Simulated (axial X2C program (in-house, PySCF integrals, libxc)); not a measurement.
# BrP⁺: bond curves with and without spin–orbit coupling

Aim: find the lowest determinant of BrP⁺, scan the bond at several levels and fit the constants, once spin-free and once with spin–orbit coupling.

Program: an in-house X2C program for linear molecules on PySCF integrals. Level of theory: all-electron X2C, Br dyall-cv3z, P dyall-v3z. These are calculated values, not measurements.

## Step 1: Set-up

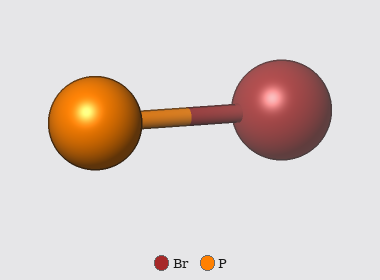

The two atoms at 2.250 Å (bromine red, phosphorus orange).

Contents of task.json:

```json
{
 "zs": [
  35,
  15
 ],
 "q": 1,
 "bas": [
  "dyall-cv3z",
  "dyall-v3z"
 ],
 "levels": [
  "PBE0",
  "HF",
  "PW91"
 ],
 "cc": true,
 "r0": 2.25,
 "thr": -2.0,
 "nmax": 90,
 "npts": 10,
 "nst": 2,
 "ntry": 6
}
```

Keys: zs atomic numbers; q charge; bas basis sets; levels methods (HF also brings MP2); cc coupled cluster on or off; r0 starting distance in Å; thr threshold in hartree for freezing inner shells (an s shell follows its p shell); nmax most natural virtual spinors; npts points asked for on the curve; nst determinants followed; ntry starts of the search.

Launch:

```
> python so2c.py task.json out
```

Spin-free means the one-electron spin-free X2C Hamiltonian; two-component (2c) means X2C with spin–orbit coupling and atomic mean-field two-electron Coulomb and Gaunt terms. Basis: Br dyall-cv3z contracted to [8s9p6d4f1g], P dyall-v3z contracted to [8s7p2d1f]; Gaussian nuclei, density fitting. Masses: Br 78.918 u, P 30.974 u.

Notation: σ, π±, δ± give the projection m of an orbital's angular momentum (0, ±1, ±2), α and β its spin, Λ and M_S the sums; ω is the projection of a spinor's total angular momentum and Ω the sum. Logs are in hartree.

The results follow Hamiltonian by Hamiltonian and level by level.

## Step 2: Which state to follow

PBE0 moves the distance from 2.250 Å to 2.067 Å and compares determinants there.

Spin-free determinants:

```
ΔE (eV)             state                                  open shells
   0.00  M_S = 1/2, Λ = 1                    beyond closed shells: π+α
   3.07  M_S = 3/2, Λ = 1  beyond closed shells: 2 × π+α, π+β, 2 × π-α
   3.08  M_S = 3/2, Λ = 0           beyond closed shells: σα, π+α, π-α
   3.98  M_S = 1/2, Λ = 0           beyond closed shells: σβ, π+α, π-α
   4.19  M_S = 1/2, Λ = 0                     beyond closed shells: σα
   4.26  M_S = 1/2, Λ = 3  beyond closed shells: 2 × π+α, 2 × π+β, π-α
   4.26  M_S = 1/2, Λ = 1  beyond closed shells: π+α, 2 × π+β, 2 × π-α
```

Two-component determinants:

| ΔE (eV) | state | open shells |
| --- | --- | --- |
| 0.00 | Ω = 1/2 | excess of +ω over −ω: ω = 1/2 |
| 0.13 | Ω = 3/2 | excess of +ω over −ω: ω = 3/2 |
| 2.99 | Ω = 5/2 | excess of +ω over −ω: ω = -1/2, 2 × ω = 3/2 |
| 3.26 | Ω = 1/2 | excess of +ω over −ω: 2 × ω = -1/2, ω = 3/2 |
| 4.10 | Ω = 3/2 | excess of +ω over −ω: ω = 3/2 |
| 4.17 | Ω = 7/2 | excess of +ω over −ω: ω = 1/2, 2 × ω = 3/2 |
| 4.39 | Ω = 5/2 | excess of +ω over −ω: 2 × ω = 1/2, ω = 3/2 |

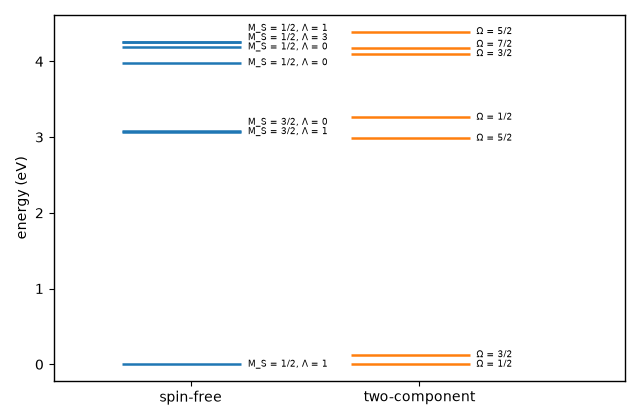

The determinants found, each set from its own lowest.

## Step 3: PBE0, spin-free

State followed: M_S = 1/2, Λ = 1 (beyond closed shells: π+α). The scan is laid around 2.067 Å, a first estimate of the minimum, and this SCF restarts from the orbitals of the search.

The SCF at the reference distance of 2.067 Å:

```text
spin-free X2C-1e  PBE0
basis functions 148  fitting functions 868  grid points 5078
iter        total energy     max residual
   1      -2947.754183350     1.15e-05
   2      -2947.754183349     1.51e-05
converged
one-electron -4350.02841157  Coulomb 1383.42788963  exact exchange -28.38510783  xc functional -87.17495693  nuclear repulsion 134.40640335
```

Along the bond, energies from the lowest point:

| R (Å) | E (eV) | μ (D) | HOMO (eV) | LUMO (eV) | iterations |
| --- | --- | --- | --- | --- | --- |
| 1.798 | 1.2675 | 1.62 | -13.01 | -10.86 | 11 |
| 1.881 | 0.5130 | 2.05 | -13.23 | -11.08 | 11 |
| 1.943 | 0.1961 | 2.38 | -13.39 | -11.24 | 11 |
| 2.005 | 0.0376 | 2.72 | -13.54 | -11.40 | 11 |
| 2.067 | 0.0000 | 3.06 | -13.68 | -11.55 | 2 |
| 2.139 | 0.0699 | 3.44 | -13.84 | -11.71 | 11 |
| 2.212 | 0.2280 | 3.82 | -13.97 | -11.86 | 11 |
| 2.305 | 0.5164 | 4.26 | -14.12 | -12.05 | 12 |
| 2.418 | 0.9386 | 4.70 | -14.26 | -12.23 | 12 |
| 2.584 | 1.5717 | 4.98 | -14.36 | -12.39 | 13 |

Dipoles are positive if P is the positive end and refer to the centre of mass.

Outer orbitals at the reference distance:

```
symmetry  occupied  ε (eV)             atomic character
      σα       yes  -31.10    70% Br s, 14% P s, 9% P p
      σβ       yes  -30.94   72% Br s, 11% P s, 10% P p
      σα       yes  -24.00  59% P s, 22% Br p, 14% Br s
      σβ       yes  -22.99  56% P s, 28% Br p, 12% Br s
      σα       yes  -17.70   42% Br p, 37% P p, 15% P s
     π+α       yes  -17.33    67% Br p, 29% P p, 3% P d
      σβ       yes  -17.31   38% Br p, 38% P p, 20% P s
     π-α       yes  -16.92    71% Br p, 24% P p, 4% P d
     π-β       yes  -16.72    79% Br p, 15% P p, 4% P d
     π+β       yes  -16.72    79% Br p, 15% P p, 4% P d
     π+α       yes  -13.68   67% P p, 28% Br p, 3% Br d
     π-α        no  -11.55   71% P p, 23% Br p, 3% Br d
     π-β        no  -10.46   79% P p, 15% Br p, 4% Br d
     π+β        no  -10.46   79% P p, 15% Br p, 4% Br d
      σα        no   -7.30   41% P p, 21% Br p, 17% P d
```

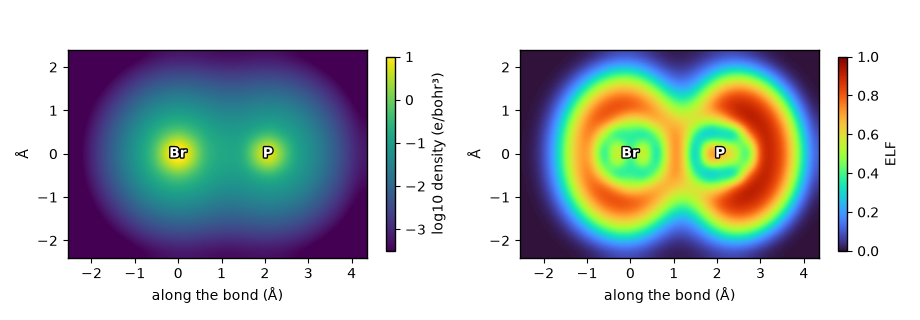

PBE0 fields in a plane through the axis, from a grid of 0.3 Å; Br lies at z = 0 and P at z = 2.067 Å; the ELF is damped to zero where the density is low.

Re = 2.059 Å, ωe = 548 cm⁻¹, ωexe = 1.65 cm⁻¹, Be = 0.1788 cm⁻¹, De = 4.36 eV, μ = 3.01 D.

## Step 4: HF, spin-free

The SCF at the reference distance of 2.067 Å:

```text
spin-free X2C-1e  HF
basis functions 148  fitting functions 868  grid points 5078
iter        total energy     max residual
   1      -2945.734549927     2.08e-01
   2      -2945.758185954     8.11e-03
   3      -2945.759505851     4.12e-03
   4      -2945.759917093     2.32e-03
   5      -2945.760056496     1.39e-03
   6      -2945.760106261     6.04e-04
   7      -2945.760116448     2.49e-04
   8      -2945.760119501     1.89e-04
   9      -2945.760120997     1.59e-04
  10      -2945.760122629     7.59e-05
  11      -2945.760123122     2.47e-05
  12      -2945.760123199     1.43e-05
  13      -2945.760123215     8.63e-06
  14      -2945.760123218     1.80e-06
  15      -2945.760123218     2.44e-07
converged
one-electron -4349.99937130  Coulomb 1383.46823158  exact exchange -113.63538685  xc functional 0.00000000  nuclear repulsion 134.40640335
```

Re = 2.052 Å, ωe = 563 cm⁻¹, ωexe = 1.51 cm⁻¹, Be = 0.1799 cm⁻¹, De = 2.29 eV, μ = 3.65 D.

## Step 5: PW91, spin-free

The SCF at the reference distance of 2.067 Å:

```text
spin-free X2C-1e  PW91
basis functions 148  fitting functions 868  grid points 5078
iter        total energy     max residual
   1      -2948.368746309     8.99e-02
   2      -2948.370752041     1.02e-02
   3      -2948.350000718     3.39e-02
   4      -2948.373126062     1.12e-03
   5      -2948.373131452     5.30e-04
   6      -2948.373135587     7.84e-05
   7      -2948.373135705     2.71e-05
   8      -2948.373135718     2.39e-05
   9      -2948.373135726     8.93e-06
  10      -2948.373135728     3.64e-07
converged
one-electron -4349.99205912  Coulomb 1383.38261842  exact exchange 0.00000000  xc functional -116.17009838  nuclear repulsion 134.40640335
```

Re = 2.084 Å, ωe = 515 cm⁻¹, ωexe = 1.7 cm⁻¹, Be = 0.1744 cm⁻¹, De = 4.73 eV, μ = 2.89 D.

## Step 6: Correlated methods, spin-free

Correlated methods: 11 electrons correlated (frozen shells, counted by type: Br 3 s, 2 p, 1 d; P 2 s, 1 p), 183 virtual spinors in MP2, 90 natural virtuals in coupled cluster.

Output of the correlated part at 2.067 Å:

```text
correlated 11  virtual 183  natural virtual 90  E(MP2) -0.266539173  MP2 remainder -0.006443825
iter   CCSD correlation   residual
   1     -0.276340674   1.39e-01
   2     -0.285173588   6.17e-02
   3     -0.288578918   2.99e-02
   4     -0.288802624   1.22e-02
   5     -0.288982433   5.32e-03
   6     -0.289009036   2.38e-03
   7     -0.289016924   9.67e-04
   8     -0.289025737   4.72e-04
   9     -0.289022244   2.23e-04
  10     -0.289024775   8.57e-05
  11     -0.289023896   2.92e-05
  12     -0.289024315   1.16e-05
  13     -0.289024341   4.49e-06
  14     -0.289024355   1.62e-06
(T) -0.015739686  T1 0.0398  D1 0.0843  max T2 0.073
```

T1 in the output is the amplitude norm over the root of the electron number; divide by √2 for the Lee–Taylor value.

MP2: Re = 2.055 Å, ωe = 563 cm⁻¹, Be = 0.1794 cm⁻¹, De = 4.07 eV.

CCSD: Re = 2.062 Å, ωe = 552 cm⁻¹, ωexe = 1.71 cm⁻¹, Be = 0.1783 cm⁻¹, De = 3.79 eV. T1 at Re = 0.028 (Lee–Taylor, the printed value over √2).

CCSD(T): Re = 2.072 Å, ωe = 538 cm⁻¹, ωexe = 1.75 cm⁻¹, Be = 0.1766 cm⁻¹, De = 4.04 eV. T1 at Re = 0.028 (Lee–Taylor, the printed value over √2).

## Step 7: The spin-free curves together

Energy (eV) of the followed determinant, spin-free, from each level's lowest point:

| R (Å) | PBE0 | HF | MP2 | CCSD | CCSD(T) | PW91 |
| --- | --- | --- | --- | --- | --- | --- |
| 1.798 | 1.267 | 1.255 | 1.286 | n/a | n/a | 1.416 |
| 1.881 | 0.513 | 0.496 | 0.514 | 0.542 | 0.583 | 0.619 |
| 1.943 | 0.196 | 0.181 | 0.192 | 0.211 | 0.240 | 0.268 |
| 2.005 | 0.038 | 0.029 | 0.033 | 0.043 | 0.058 | 0.074 |
| 2.067 | 0.000 | 0.000 | 0.000 | 0.000 | 0.000 | 0.000 |
| 2.139 | 0.070 | 0.083 | 0.079 | 0.066 | 0.049 | 0.027 |
| 2.212 | 0.228 | 0.258 | 0.248 | 0.223 | 0.187 | 0.142 |
| 2.305 | 0.516 | 0.572 | 0.556 | 0.512 | 0.453 | 0.376 |
| 2.418 | 0.939 | 1.034 | 1.033 | n/a | n/a | 0.739 |
| 2.584 | 1.572 | 1.795 | 1.986 | n/a | n/a | 1.315 |

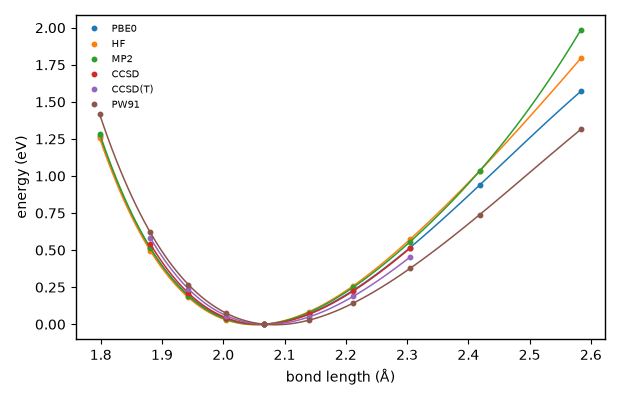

Curves of the followed state, spin-free, each from its own lowest point.

## Step 8: PBE0, 2c

State followed: Ω = 1/2 (excess of +ω over −ω: ω = 1/2). The scan is laid around 2.067 Å, a first estimate of the minimum, and this SCF restarts from the orbitals of the search.

Output at 2.067 Å:

```text
two-component X2C + atomic mean field  PBE0
basis functions 148  fitting functions 868  grid points 5078
iter        total energy     max residual
   1      -2946.806036111     1.28e-05
   2      -2946.806036114     1.42e-05
   3      -2946.806036117     5.37e-06
   4      -2946.806036118     2.92e-06
converged
one-electron -4347.55995515  Coulomb 1382.90648578  exact exchange -28.37486531  xc functional -87.14347927  nuclear repulsion 134.40640335  atomic mean-field constant -1.04062552
```

Along the bond, energies from the lowest point:

| R (Å) | E (eV) | μ (D) | HOMO (eV) | LUMO (eV) | iterations |
| --- | --- | --- | --- | --- | --- |
| 1.798 | 1.2762 | 1.58 | -13.06 | -10.79 | 11 |
| 1.881 | 0.5190 | 2.01 | -13.29 | -11.01 | 11 |
| 1.943 | 0.2001 | 2.34 | -13.44 | -11.17 | 11 |
| 2.005 | 0.0397 | 2.67 | -13.60 | -11.33 | 11 |
| 2.067 | 0.0000 | 3.00 | -13.74 | -11.47 | 4 |
| 2.139 | 0.0671 | 3.38 | -13.89 | -11.64 | 11 |
| 2.212 | 0.2217 | 3.74 | -14.03 | -11.79 | 11 |
| 2.305 | 0.5038 | 4.15 | -14.18 | -11.96 | 12 |
| 2.418 | 0.9144 | 4.54 | -14.31 | -12.14 | 12 |
| 2.584 | 1.5239 | 4.76 | -14.41 | -12.26 | 13 |

Dipoles are positive if P is the positive end and refer to the centre of mass.

Outer spinors at the reference distance:

```
   ω  occupied  ε (eV)             atomic character     λ mixture
-1/2       yes  -31.10    70% Br s, 14% P s, 9% P p        100% σ
 1/2       yes  -30.96   72% Br s, 11% P s, 10% P p        100% σ
-1/2       yes  -23.99  59% P s, 22% Br p, 14% Br s        100% σ
 1/2       yes  -22.97  55% P s, 28% Br p, 12% Br s        100% σ
-1/2       yes  -17.72   44% Br p, 36% P p, 15% P s   96% σ, 4% π
 1/2       yes  -17.54    62% Br p, 28% P p, 6% P s  74% π, 26% σ
 1/2       yes  -17.21   45% Br p, 36% P p, 14% P s  74% σ, 26% π
-1/2       yes  -16.86    79% Br p, 15% P p, 4% P d   96% π, 4% σ
-3/2       yes  -16.78    69% Br p, 26% P p, 4% P d        100% π
 3/2       yes  -16.58    79% Br p, 16% P p, 4% P d        100% π
 1/2       yes  -13.74   69% P p, 26% Br p, 3% Br d        100% π
-3/2        no  -11.47   70% P p, 25% Br p, 3% Br d        100% π
-1/2        no  -10.47   80% P p, 14% Br p, 4% Br d        100% π
 3/2        no  -10.38   79% P p, 16% Br p, 4% Br d        100% π
-1/2        no   -7.29   41% P p, 21% Br p, 17% P d        100% σ
```

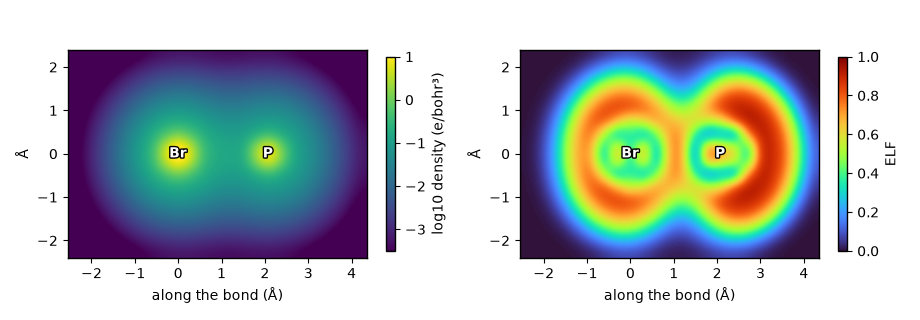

PBE0 fields in a plane through the axis, from a grid of 0.3 Å; Br lies at z = 0 and P at z = 2.067 Å; the ELF is damped to zero where the density is low.

Re = 2.060 Å, ωe = 545 cm⁻¹, ωexe = 1.73 cm⁻¹, Be = 0.1786 cm⁻¹, De = 4.33 eV, μ = 2.96 D.

## Step 9: HF, 2c

Output at 2.067 Å:

```text
two-component X2C + atomic mean field  HF
basis functions 148  fitting functions 868  grid points 5078
iter        total energy     max residual
   1      -2944.787152765     2.08e-01
   2      -2944.810688195     8.00e-03
   3      -2944.811987288     4.22e-03
   4      -2944.812389783     2.31e-03
   5      -2944.812529671     1.37e-03
   6      -2944.812582806     7.27e-04
   7      -2944.812595642     3.12e-04
   8      -2944.812601227     2.73e-04
   9      -2944.812604674     2.21e-04
  10      -2944.812608665     9.28e-05
  11      -2944.812609632     2.90e-05
  12      -2944.812609756     1.80e-05
  13      -2944.812609777     1.05e-05
  14      -2944.812609780     2.17e-06
  15      -2944.812609781     5.53e-07
converged
one-electron -4347.51043946  Coulomb 1382.92601950  exact exchange -113.59396765  xc functional 0.00000000  nuclear repulsion 134.40640335  atomic mean-field constant -1.04062552
```

Re = 2.053 Å, ωe = 561 cm⁻¹, ωexe = 1.61 cm⁻¹, Be = 0.1797 cm⁻¹, De = 2.19 eV, μ = 3.58 D.

## Step 10: PW91, 2c

The SCF at the reference distance of 2.067 Å:

```text
two-component X2C + atomic mean field  PW91
basis functions 148  fitting functions 868  grid points 5078
iter        total energy     max residual
   1      -2947.420105008     8.99e-02
   2      -2947.422233922     1.01e-02
   3      -2947.402423974     3.30e-02
   4      -2947.424465477     1.11e-03
   5      -2947.424471516     4.89e-04
   6      -2947.424474825     8.21e-05
   7      -2947.424474952     2.66e-05
   8      -2947.424474968     2.34e-05
   9      -2947.424474976     9.38e-06
  10      -2947.424474978     3.71e-07
converged
one-electron -4347.52860593  Coulomb 1382.86623436  exact exchange 0.00000000  xc functional -116.12788124  nuclear repulsion 134.40640335  atomic mean-field constant -1.04062552
```

Re = 2.086 Å, ωe = 512 cm⁻¹, ωexe = 1.75 cm⁻¹, Be = 0.1742 cm⁻¹, De = 4.69 eV, μ = 2.84 D.

## Step 11: Correlated methods, 2c

Correlated methods: 11 electrons correlated (frozen shells, counted by type: Br 3 s, 2 p, 1 d; P 2 s, 1 p), 183 virtual spinors in MP2, 90 natural virtuals in coupled cluster.

Output of the correlated part at 2.067 Å:

```text
correlated 11  virtual 183  natural virtual 90  E(MP2) -0.266317510  MP2 remainder -0.006441702
iter   CCSD correlation   residual
   1     -0.276198559   1.37e-01
   2     -0.285000184   6.05e-02
   3     -0.288297138   2.92e-02
   4     -0.288536389   1.22e-02
   5     -0.288731345   5.45e-03
   6     -0.288765084   2.48e-03
   7     -0.288776406   1.00e-03
   8     -0.288785722   4.75e-04
   9     -0.288782677   2.15e-04
  10     -0.288785120   7.98e-05
  11     -0.288784504   2.86e-05
  12     -0.288784980   1.33e-05
  13     -0.288784995   7.12e-06
(T) -0.015660022  T1 0.0396  D1 0.0827  max T2 0.069
```

MP2: Re = 2.056 Å, ωe = 559 cm⁻¹, Be = 0.1792 cm⁻¹, De = 4.00 eV.

CCSD: Re = 2.063 Å, ωe = 550 cm⁻¹, ωexe = 1.71 cm⁻¹, Be = 0.1781 cm⁻¹, De = 3.71 eV. T1 at Re = 0.028 (Lee–Taylor, the printed value over √2).

CCSD(T): No constants are quoted: too few points lie around the minimum for a second fit to confirm the first.

## Step 12: A higher determinant, 2c

State: Ω = 3/2 (excess of +ω over −ω: ω = 3/2).

Output at the reference distance:

```text
two-component X2C + atomic mean field  PBE0
basis functions 148  fitting functions 868  grid points 5078
iter        total energy     max residual
   1      -2946.801422557     1.30e-05
   2      -2946.801422561     1.53e-05
   3      -2946.801422565     5.96e-06
   4      -2946.801422566     3.58e-06
converged
one-electron -4347.55303161  Coulomb 1382.90248237  exact exchange -28.37447858  xc functional -87.14217258  nuclear repulsion 134.40640335  atomic mean-field constant -1.04062552
```

| R (Å) | E above the lowest PBE0 point (eV) |
| --- | --- |
| 1.798 | 1.403 |
| 1.881 | 0.645 |
| 1.943 | 0.326 |
| 2.005 | 0.165 |
| 2.067 | 0.126 |
| 2.139 | 0.194 |
| 2.212 | 0.351 |
| 2.305 | 0.639 |
| 2.418 | 1.065 |

Re = 2.060 Å, ωe = 547 cm⁻¹, ωexe = 1.61 cm⁻¹, Be = 0.1786 cm⁻¹, μ = 3.04 D. Te = 0.13 eV.

## Step 13: The 2c curves together

Energy (eV) of the followed determinant, 2c, from each level's lowest point:

| R (Å) | PBE0 | HF | MP2 | CCSD | CCSD(T) | PW91 |
| --- | --- | --- | --- | --- | --- | --- |
| 1.798 | 1.276 | 1.263 | 1.292 | n/a | n/a | 1.424 |
| 1.881 | 0.519 | 0.501 | 0.518 | 0.546 | 0.587 | 0.625 |
| 1.943 | 0.200 | 0.184 | 0.195 | 0.214 | 0.242 | 0.272 |
| 2.005 | 0.040 | 0.030 | 0.035 | 0.045 | 0.059 | 0.076 |
| 2.067 | 0.000 | 0.000 | 0.000 | 0.000 | 0.000 | 0.000 |
| 2.139 | 0.067 | 0.081 | 0.076 | 0.064 | 0.048 | 0.024 |
| 2.212 | 0.222 | 0.253 | 0.242 | 0.219 | 0.186 | 0.136 |
| 2.305 | 0.504 | n/a | n/a | n/a | n/a | 0.366 |
| 2.418 | 0.914 | n/a | n/a | n/a | n/a | 0.721 |
| 2.584 | 1.524 | 1.801 | 1.985 | n/a | n/a | 1.282 |

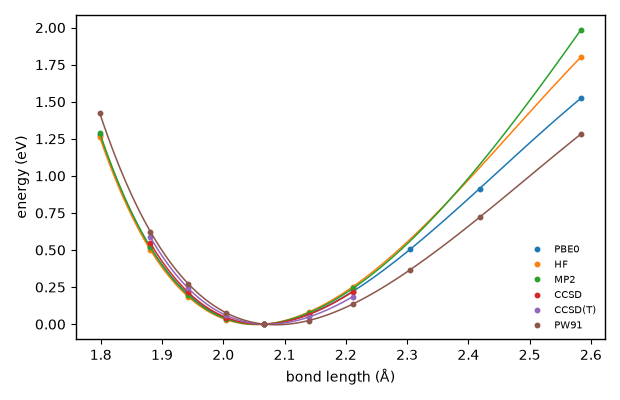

Curves of the followed state, 2c, each from its own lowest point.

The whole job took 97 s on 1 thread of Arm Neoverse V2, shared host.

## Step 14: What came out

Lowest determinant that the search found at its distance, spin-free: M_S = 1/2, Λ = 1 (beyond closed shells: π+α).

Lowest determinant that the search found at its distance, 2c: Ω = 1/2 (excess of +ω over −ω: ω = 1/2).

| Hamiltonian | level | Re (Å) | ωe (cm⁻¹) | De (eV) | μ (D) |
| --- | --- | --- | --- | --- | --- |
| spin-free | PBE0 | 2.059 | 548 | 4.36 | 3.01 |
| spin-free | HF | 2.052 | 563 | 2.29 | 3.65 |
| spin-free | MP2 | 2.055 | 563 | 4.07 | n/a |
| spin-free | CCSD | 2.062 | 552 | 3.79 | n/a |
| spin-free | CCSD(T) | 2.072 | 538 | 4.04 | n/a |
| spin-free | PW91 | 2.084 | 515 | 4.73 | 2.89 |
| 2c | PBE0 | 2.060 | 545 | 4.33 | 2.96 |
| 2c | HF | 2.053 | 561 | 2.19 | 3.58 |
| 2c | MP2 | 2.056 | 559 | 4.00 | n/a |
| 2c | CCSD | 2.063 | 550 | 3.71 | n/a |
| 2c | PW91 | 2.086 | 512 | 4.69 | 2.84 |

Dipoles are positive if P is the positive end and refer to the centre of mass. No constants: 2c CCSD(T) (too few points lie around the minimum for a second fit to confirm the first).

Time per point (s) on 1 thread of Arm Neoverse V2, shared host (2c runs; CCSD comes with the CCSD(T) run); the times are rough: PBE0 0.4, HF 0.84, MP2 1.2, PW91 0.22.

**Reading.** At CCSD, going from spin-free to two-component changes Re by +1 mÅ, ωe by -0.3 %, which is small (part of it comes from the scalar share of the two-electron terms). De moves by -0.08 eV; both De rest on single-determinant atoms, which can miss part of an open shell's spin–orbit lowering.

De refers to Br + P+, each in the lowest determinant found, which need not be this curve's own limit. Each curve is one determinant whose occupation by symmetry is held fixed; it was picked as the lowest of a PBE0 search that is not exhaustive. De is counted from the lowest determinant-based energies of the atoms at the same level, without counterpoise correction. Density functionals use the spin component along the axis (collinear). Coupled cluster ran in a truncated set of natural virtual spinors; the MP2 energy of the rest was added. Some points did not converge and are left out. The spin-free determinant is spin-contaminated at some levels, which hurts MP2 most. T1 at Re is 0.028 (Lee–Taylor), above the customary mark of 0.02.
